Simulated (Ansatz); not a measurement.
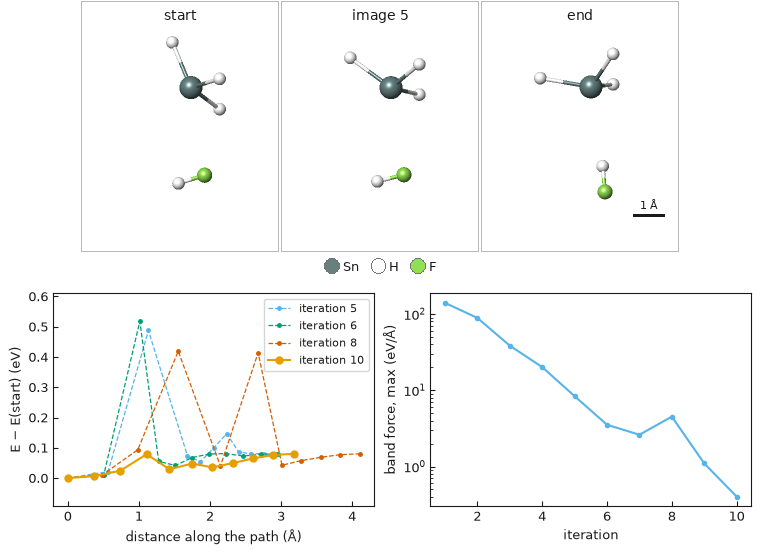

A search for the minimum-energy path of SnH₄F (multiplicity 2), made up at the start of SnH3 and HF by the nudged elastic band. Images are numbered from 0 (start) to 10 (end). The plot follows the band through its iterations. Style: ball-and-stick. Shown from a free direction.

Theory: UKS BHLYP-D4/def2-SVP in Ansatz. Set-up: 9 movable images; climbing image; force threshold 0.03 eV/Å; iteration limit 10; starting path through a guess of the saddle point.

Did the band converge, and can the barrier be trusted?

Answer. The result isn't final. The band hadn't converged when the run stopped after 10 iterations. The largest component of the band force went from 140 to 0.4 eV/Å. The iteration limit was low. The first iteration put the highest image at 17.869 eV. Relative to the start the highest point is image 10 at +0.080 eV and the end lies at +0.080 eV, but the profile dips to +0.029 eV at image 4 on the way, so there may be more than one step; on an unconverged band the side maxima are provisional.

Limits of the set-up: the start holds two separate molecules, 3.2 Å apart at their closest, whose relative position is a soft coordinate.
